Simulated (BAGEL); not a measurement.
# B3LYP/6-31G(d) (density fitting with qzvpp-jkfit, spherical functions) run of AlH2Br (SMILES [H][Al]([H])[Br])

Aim: the energy change on altering one bond length of AlH2Br at B3LYP/6-31G* (density fitting with qzvpp-jkfit, spherical functions), from 2 runs. 

The results are computed with BAGEL 1.2.2.

18 further runs of the same task are left out: 8 for a known fault of the program, 9 that didn't finish, 1 set aside as unsound or not needed. Runs told in other sessions of the task aren't counted.

### 1 Starting point

The species is AlH2Br (4 atoms), meant as a singlet with charge 0. As SMILES, `[H][Al]([H])[Br]`. Geometry: a GFN2-xTB relaxation, a rough one for these elements and not checked as a minimum.

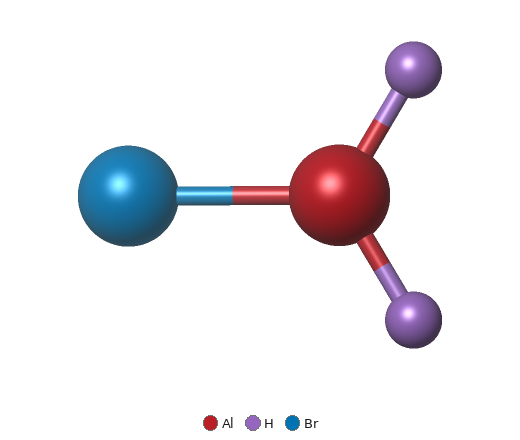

Viewed from a chosen angle; aluminium red, hydrogen purple, bromine blue.

### 2 A single-point energy at B3LYP/6-31G(d) (density fitting with qzvpp-jkfit, spherical functions)

Input file dft.json:

```json
{ "bagel" : [

{
  "title" : "molecule",
  "basis" : "6-31gs.json",
  "df_basis" : "qzvpp-jkfit",
  "angstrom" : "true",
  "geometry" : [
    { "atom" : "Al", "xyz" : [       0.085960,       0.143320,       0.001240 ] },
    { "atom" : "H", "xyz" : [       1.619870,       0.141230,       0.011920 ] },
    { "atom" : "H", "xyz" : [      -0.640600,       1.494120,      -0.021230 ] },
    { "atom" : "Br", "xyz" : [      -1.065230,      -1.778670,       0.008060 ] }
  ]
},

{
  "title" : "ks",
  "xc_func" : "b3lyp"
},

{
  "title" : "print",
  "file" : "orbitals.molden",
  "orbitals" : "true"
}

]}
```

The basis set 6-31G* is read from a file made from the Basis Set Exchange's data (not shown).

Started as:

```console
$ BAGEL_NUM_THREADS=1 BAGEL dft.json > dft.out
```

Log:

```text
* using 1 threads per process

  ===============================================================
  ===============================================================

  *** Geometry ***

  { "atom" : "Al", "xyz" : [      0.162441,      0.270836,      0.002343 ] },
  { "atom" : "H", "xyz" : [      3.061111,      0.266886,      0.022526 ] },
  { "atom" : "H", "xyz" : [     -1.210559,      2.823478,     -0.040119 ] },
  { "atom" : "Br", "xyz" : [     -2.012993,     -3.361199,      0.015231 ] },

  Number of auxiliary basis functions:      430

  Since a DF basis is specified, we compute 2- and 3-index integrals:
    o Being stored without compression. Storage requirement is 0.010 GB

  Number of basis functions:       54
  Number of electrons      :       50

    * METHOD: MOLECULE                             0.17

  *** Kohn-Sham DFT ***

    * Removing 5250 points whose weight is below 1.00e-10
    * Grid points: 54374

  === Nuclear Repulsion ===
   127.8636788343

       - DIIS with orbital gradients will be used.

  === KS iteration (b3lyp / 6-31gs.json) ===
      0      -2739.13444000          0.16976599           0.17
      1      -2492.98283747          0.48941535           0.14
      2      -2642.23164831          0.18116842           0.14
      3      -2491.29750464          0.32642333           0.14
      4      -2804.38229434          0.10874567           0.14
      5      -2812.77083557          0.08688473           0.13
      6      -2817.48784416          0.01437288           0.14
      7      -2817.51459973          0.01127342           0.14
      8      -2817.55536633          0.00195871           0.14
      9      -2817.55682536          0.00080467           0.13
     10      -2817.55702350          0.00009805           0.14
     11      -2817.55702704          0.00003134           0.14
     12      -2817.55702726          0.00000619           0.13
     13      -2817.55702728          0.00000070           0.14
     14      -2817.55702728          0.00000016           0.14
     15      -2817.55702728          0.00000003           0.13
     16      -2817.55702728          0.00000001           0.14
     17      -2817.55702728          0.00000000           0.14
    * SCF iteration converged.

    * Permanent dipole moment:
           (   -0.231677,    -0.386307,    -0.002464) a.u.

    * METHOD: KS                                   2.65

    * METHOD: PRINT                                0.01

  ===============================================================
```

Run time: 3 s. Hardware: 1 thread of Arm Neoverse V1, shared host; peak memory 0.2 GiB.

### 3 The distorted shape at the same level

Input file job.json:

```json
{ "bagel" : [

{
  "title" : "molecule",
  "basis" : "6-31gs.json",
  "df_basis" : "qzvpp-jkfit",
  "angstrom" : true,
  "geometry" : [
    { "atom" : "Al", "xyz" : [    1.467362,    2.449665,   -0.006944 ] },
    { "atom" : "H", "xyz" : [    3.001272,    2.447575,    0.003736 ] },
    { "atom" : "H", "xyz" : [    0.740802,    3.800465,   -0.029414 ] },
    { "atom" : "Br", "xyz" : [   -1.065230,   -1.778670,    0.008060 ] }
  ]
},
{ "title" : "ks", "xc_func" : "b3lyp" },
{ "title" : "print", "file" : "orbitals.molden", "orbitals" : true }

]}
```

The basis set 6-31G* is read from a file made from the Basis Set Exchange's data (not shown).

Started as:

```console
$ BAGEL_NUM_THREADS=1 BAGEL job.json > job.out
```

Log:

```text
* using 1 threads per process

  ===============================================================
  ===============================================================

  *** Geometry ***

  { "atom" : "Al", "xyz" : [      2.772912,      4.629196,     -0.013122 ] },
  { "atom" : "H", "xyz" : [      5.671582,      4.625246,      0.007060 ] },
  { "atom" : "H", "xyz" : [      1.399913,      7.181838,     -0.055584 ] },
  { "atom" : "Br", "xyz" : [     -2.012993,     -3.361199,      0.015231 ] },

  Number of auxiliary basis functions:      430

  Since a DF basis is specified, we compute 2- and 3-index integrals:
    o Being stored without compression. Storage requirement is 0.010 GB

  Number of basis functions:       54
  Number of electrons      :       50

    * METHOD: MOLECULE                             0.16

  *** Kohn-Sham DFT ***

    * Removing 3928 points whose weight is below 1.00e-10
    * Grid points: 55696

  === Nuclear Repulsion ===
    64.3372256381

       - DIIS with orbital gradients will be used.

  === KS iteration (b3lyp / 6-31gs.json) ===
      0      -2735.24197185          0.21035077           0.16
      1      -2373.46962587          0.21352255           0.14
      2      -2623.26274353          0.16272931           0.14
      3      -2810.99188860          0.13222343           0.13
      4      -2816.69499622          0.04914662           0.14
      5      -2800.89972404          0.04444204           0.14
      6      -2809.51806804          0.03481548           0.14
      7      -2817.25651384          0.01023268           0.14
      8      -2816.80852834          0.01441291           0.14
      9      -2814.43867865          0.02570478           0.14
     10      -2814.25008415          0.02861862           0.14
     11      -2814.40235891          0.02528713           0.14
     12      -2817.32592131          0.00654298           0.14
     13      -2817.32103649          0.00566288           0.14
     14      -2817.35571270          0.00444607           0.14
     15      -2817.38872034          0.00277648           0.14
     16      -2817.36167491          0.00537999           0.14
     17      -2817.38324100          0.00384489           0.14
     18      -2817.39471124          0.00169169           0.14
     19      -2817.39503819          0.00151070           0.14
     20      -2817.39107517          0.00260940           0.14
     21      -2817.39337209          0.00203822           0.14
     22      -2817.39668589          0.00032526           0.14
     23      -2817.39669812          0.00030719           0.14
     24      -2817.39674703          0.00015675           0.14
     25      -2817.39676383          0.00003622           0.14
     26      -2817.39676469          0.00001097           0.14
     27      -2817.39676477          0.00000168           0.14
     28      -2817.39676477          0.00000010           0.14
     29      -2817.39676477          0.00000005           0.14
     30      -2817.39676477          0.00000004           0.14
     31      -2817.39676477          0.00000001           0.14
    * SCF iteration converged.

    * Permanent dipole moment:
           (   -1.910310,    -3.189173,     0.009376) a.u.

    * METHOD: KS                                   4.57

    * METHOD: PRINT                                0.01

  ===============================================================
```

Wall time 5.1 s (1 thread of Arm Neoverse V1, shared host); peak memory 0.2 GiB.

### 4 Outcome

Level: B3LYP/6-31G* (density fitting with qzvpp-jkfit, spherical functions).

| quantity | value |
| --- | --- |
| first shape: total energy | -2817.55703 Eh |
| first shape: dipole moment | 1.14 D |
| first shape: HOMO energy | -8.01 eV |
| first shape: LUMO energy | -1.90 eV |
| first shape: HOMO–LUMO gap | 6.11 eV |
| distorted shape: total energy | -2817.39676 Eh |
| distorted shape: dipole moment | 9.45 D |
| distorted shape: HOMO energy | -6.14 eV |
| distorted shape: LUMO energy | -5.22 eV |
| distorted shape: HOMO–LUMO gap | 0.92 eV |
| energy change with the Al1–Br4 bond stretched from 2.240 to 4.929 Å | 4.361 eV |

In words: With the Al1–Br4 bond stretched from 2.240 to 4.929 Å the energy rises by 4.36 eV (421 kJ/mol). The first shape isn't relaxed at this level, so the change isn't measured from a minimum. A restricted reference can't describe the breaking bond well at this length.
